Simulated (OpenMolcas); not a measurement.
Multiconfigurational calculation: Mn⁴⁺ complex (part 2 of 2)

The same run, continued: Mn⁴⁺ with 4 ligands (Br; tetrahedron, 2.3 Å), with no charges around it. Method: state-averaged CASSCF, active space 3 electrons in the shell 3d, basis ANO-RCC-VDZP on the metal and ANO-RCC-VDZP on the ligands, DKH2 scalar Hamiltonian, spin-orbit coupling by RASSI with atomic mean-field integrals (OpenMolcas).

## Log (extracts), continued
```
--- RASSI ---
SPIN-FREE ENERGIES:
  (Shifted by EMIN (a.u.) =     -11574.5465679966)

 SF State       Relative EMIN(au)   Rel lowest level(eV)    D:o, cm**(-1)

     1             0.0000000000        0.0000000000              0.0000
     2             0.0000000000        0.0000000000              0.0000
     3             0.0000000000        0.0000000000              0.0000
     4             0.0382571314        1.0410295800           8396.4698
     5             0.0382571314        1.0410295800           8396.4698
     6             0.0382571314        1.0410295800           8396.4698
    11             0.0611998459        1.6653326451          13431.8136
    12             0.0611998459        1.6653326451          13431.8136
    13             0.0683450804        1.8597643801          15000.0113
    14             0.0683450804        1.8597643801          15000.0113
    15             0.0683450809        1.8597643957          15000.0114
    16             0.0796192693        2.1665506892          17474.4098
    17             0.0796192693        2.1665506892          17474.4098
    18             0.0796192693        2.1665506892          17474.4098
    19             0.0876684635        2.3855804229          19241.0037
     8             0.0900808828        2.4512256953          19770.4685
     9             0.0900808828        2.4512256953          19770.4685
     7             0.0900808828        2.4512256953          19770.4685
    10             0.0923516249        2.5130157349          20268.8388
    20             0.0942117211        2.5636315314          20677.0828
    21             0.0942117211        2.5636315314          20677.0828
    22             0.0942117211        2.5636315314          20677.0828
    23             0.1081698907        2.9434526768          23740.5469
    24             0.1081698907        2.9434526768          23740.5469
    25             0.1088451290        2.9618268470          23888.7446
    26             0.1088451290        2.9618268470          23888.7446
    27             0.1088451290        2.9618268470          23888.7446
    28             0.1100497046        2.9946050181          24153.1183
    29             0.1100497046        2.9946050181          24153.1183
    30             0.1100497046        2.9946050181          24153.1183
    31             0.1303438224        3.5468360967          28607.1624
    32             0.1303438224        3.5468360967          28607.1624
    33             0.1303438224        3.5468360967          28607.1624
    34             0.1357085585        3.6928180022          29784.5858
    35             0.1357085585        3.6928180022          29784.5858
    36             0.1357085585        3.6928180022          29784.5858
    37             0.1462972281        3.9809503817          32108.5302
    38             0.1462972281        3.9809503817          32108.5302
    39             0.1580191118        4.2999190862          34681.1863
    40             0.1627583800        4.4288811429          35721.3355
Eigenvalues of complex Hamiltonian:
   -----------------------------------
  (Shifted by EMIN (a.u.) =     -11574.5465679966)

 SO State       Relative EMIN(au)   Rel lowest level(eV)    D:o, cm**(-1)

     1            -0.0004515197        0.0000000000              0.0000
     2            -0.0004515197        0.0000000000              0.0000
     3            -0.0002151887        0.0064308928             51.8686
     4            -0.0002151887        0.0064308931             51.8687
     5            -0.0002151887        0.0064308928             51.8686
     6            -0.0002151887        0.0064308931             51.8687
     7             0.0001766562        0.0170935365            137.8687
     8             0.0001766562        0.0170935363            137.8687
     9             0.0001766562        0.0170935365            137.8687
    10             0.0001766562        0.0170935363            137.8687
    11             0.0002291105        0.0185208899            149.3811
    12             0.0002291105        0.0185208899            149.3811
    13             0.0379479944        1.0449040094           8427.7192
    14             0.0379479944        1.0449040094           8427.7192
    15             0.0379494244        1.0449429210           8428.0330
    16             0.0379494244        1.0449429209           8428.0330
    17             0.0379494244        1.0449429210           8428.0330
    18             0.0379494244        1.0449429209           8428.0330
    19             0.0383649188        1.0562491002           8519.2235
    20             0.0383649188        1.0562491002           8519.2235
    21             0.0383649188        1.0562491004           8519.2235
    22             0.0383649188        1.0562491004           8519.2235
    23             0.0387134099        1.0657320257           8595.7085
    24             0.0387134099        1.0657320257           8595.7085
    25             0.0611442876        1.6761073034          13518.7171
    26             0.0611442876        1.6761073034          13518.7171
    27             0.0611442876        1.6761073031          13518.7171
    28             0.0611442876        1.6761073031          13518.7171
    29             0.0681229754        1.8660070713          15050.3620
    30             0.0681229754        1.8660070713          15050.3620
    31             0.0681229758        1.8660070818          15050.3621
    32             0.0681229758        1.8660070818          15050.3621
    33             0.0687022934        1.8817711173          15177.5076
    34             0.0687022934        1.8817711173          15177.5076
    35             0.0795891503        2.1780175867          17566.8965
    36             0.0795891503        2.1780175867          17566.8965
    37             0.0795891503        2.1780175870          17566.8965
    38             0.0795891503        2.1780175870          17566.8965
    39             0.0796306063        2.1791456601          17575.9951
    40             0.0796306063        2.1791456601          17575.9951
    41             0.0872871753        2.3874915179          19256.4177
Weights of the five most important spin-orbit-free states for each spin-orbit state.

 SO State  Total energy (au)           Spin-free states, spin, and weights
 -------------------------------------------------------------------------------------------------------
    1        -0.000452       3 1.5  0.3332    1 1.5  0.3332    2 1.5  0.3332   19 0.5  0.0001    7 1.5  0.0001
    2        -0.000452       3 1.5  0.3332    1 1.5  0.3332    2 1.5  0.3332   19 0.5  0.0001    7 1.5  0.0001
    3        -0.000215       3 1.5  0.4173    1 1.5  0.3036    2 1.5  0.2783    5 1.5  0.0002    4 1.5  0.0002
    4        -0.000215       2 1.5  0.3890    1 1.5  0.3746    3 1.5  0.2356    6 1.5  0.0002    4 1.5  0.0002
    5        -0.000215       3 1.5  0.4315    1 1.5  0.2909    2 1.5  0.2767    5 1.5  0.0002    4 1.5  0.0002
    6        -0.000215       2 1.5  0.3882    1 1.5  0.3631    3 1.5  0.2479    6 1.5  0.0002    4 1.5  0.0002
    7         0.000177       2 1.5  0.4446    3 1.5  0.3281    1 1.5  0.2260    6 1.5  0.0004    5 1.5  0.0002
    8         0.000177       1 1.5  0.4399    3 1.5  0.3385    2 1.5  0.2204    4 1.5  0.0003    5 1.5  0.0003
    9         0.000177       2 1.5  0.4449    3 1.5  0.3273    1 1.5  0.2266    6 1.5  0.0004    5 1.5  0.0002
   10         0.000177       1 1.5  0.4392    3 1.5  0.3378    2 1.5  0.2218    4 1.5  0.0004    5 1.5  0.0003
   11         0.000229       3 1.5  0.3333    1 1.5  0.3333    2 1.5  0.3333    5 1.5  0.0000    6 1.5  0.0000
   12         0.000229       3 1.5  0.3333    1 1.5  0.3333    2 1.5  0.3333    5 1.5  0.0000    6 1.5  0.0000
```

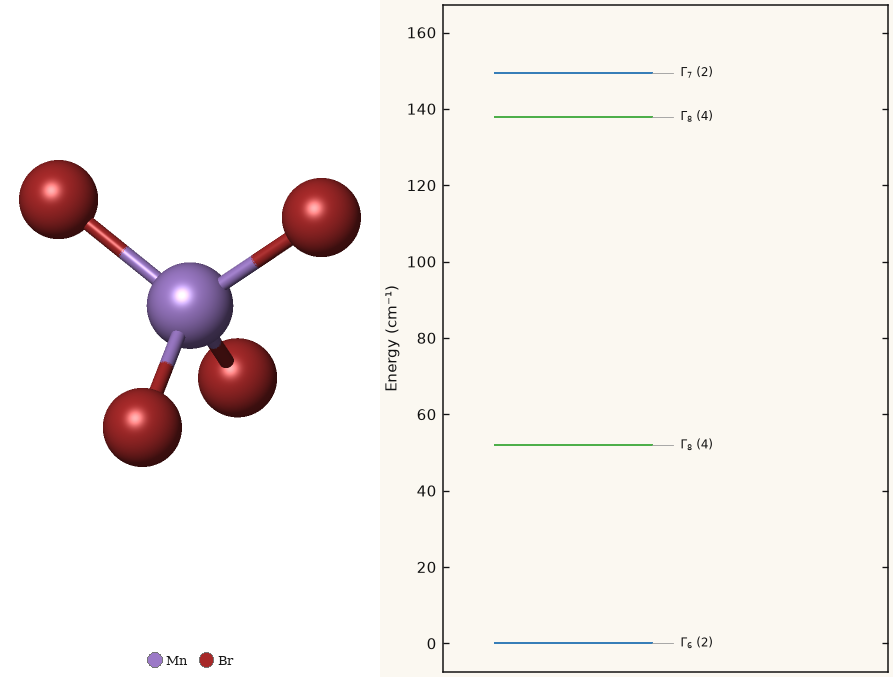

*Mn⁴⁺ (3d³) with 4 ligands, Br⁻, at 2.3 Å (arrangement: tetrahedron, Td), and its levels. Labels give the representation in O, Td, D4 or D3 as the site allows (double group for half-integer spin) where it could be assigned and, in brackets, the degeneracy; spin-free states, where drawn, share the zero of the spin-orbit levels.*

The ground level is Γ₆, a Kramers doublet, 100 % from states of spin multiplicity 4. Its principal g values are 3.79, 3.79 and 3.79, isotropic. The next level lies at 52 cm⁻¹ (Γ₈). The active orbitals hold 71 to 91 % metal character (Löwdin), and the Mulliken charge of the metal is +0.64.

## The input
```
&GATEWAY
Coord
5

Mn 0.0 0.0 0.0
Br 1.327906 1.327906 1.327906
Br 1.327906 -1.327906 -1.327906
Br -1.327906 1.327906 -1.327906
Br -1.327906 -1.327906 1.327906
Basis=Mn.ANO-RCC-VDZP,Br.ANO-RCC-VDZP
Group=NoSym
NoMove
AngMom=0.0 0.0 0.0
AMFI
RICD
&SEWARD
&RASSCF
FileOrb=start.orb
Symmetry=1
Spin=4
nActEl=3 0 0
Inactive=81
Ras2=5
CIRoot=10 10 1
SDav=10
CIMx=300
Iter=150 100
PrWF=0.3
OrbListing=Nothing
MaxOrb=0
LevShft=1.0
>>> COPY $Project.JobIph JOB001
&RASSCF
FileOrb=start.orb
Symmetry=1
Spin=2
nActEl=3 0 0
Inactive=81
Ras2=5
CIRoot=40 40 1
SDav=40
CIMx=300
Iter=150 100
PrWF=0.3
OrbListing=Nothing
MaxOrb=0
LevShft=1.0
>>> COPY $Project.JobIph JOB002
&RASSI
NrOfJobIphs=2 10 40
1 2 3 4 5 6 7 8 9 10
1 2 3 4 5 6 7 8 9 10 11 12 13 14 15 16 17 18 19 20 21 22 23 24 25 26 27
28 29 30 31 32 33 34 35 36 37 38 39 40
IphNames
JOB001
JOB002
EJob
SpinOrbit
DIPRint=1.0
SOCoupling=1000.0
Subsets=2
Property=9
'ANGMOM' 1 'ANGMOM' 2 'ANGMOM' 3 'MLTPL  1' 1 'MLTPL  1' 2 'MLTPL  1' 3
'AMFI' 1 'AMFI' 2 'AMFI' 3
SOProperty=3
'ANGMOM' 1 'ANGMOM' 2 'ANGMOM' 3
```

The file start.orb holds starting orbitals from an earlier step. A driver script formed the levels outside the program, from RASSI's spin-orbit matrix and the active-space energies, averaged over the components of each term or state.

Launched with:
```bash
OMP_NUM_THREADS=1 MOLCAS_MEM=2457 MOLCAS_PROJECT=a pymolcas a.inp > a.log  # once for each step of the input, in one work folder
```

## Summary

```tsv
quantity	value
outcome	converged
energy of the lowest spin-free term	−11574.54657 hartree
energy of the lowest spin-orbit level	−11574.54702 hartree
largest spread among components of a term	0.0 cm⁻¹
hardware	1 thread of Arm Neoverse V1, 24 GiB of memory available, shared host
wall time	80 s
peak memory	0.27 GiB
```

## Notes

Without dynamic correlation the splittings between terms come out too large, often by 20 to 50 %. To bear in mind: covalent bonds, ligand orbitals missing from the active space; distances are set from ionic radii, not optimised.
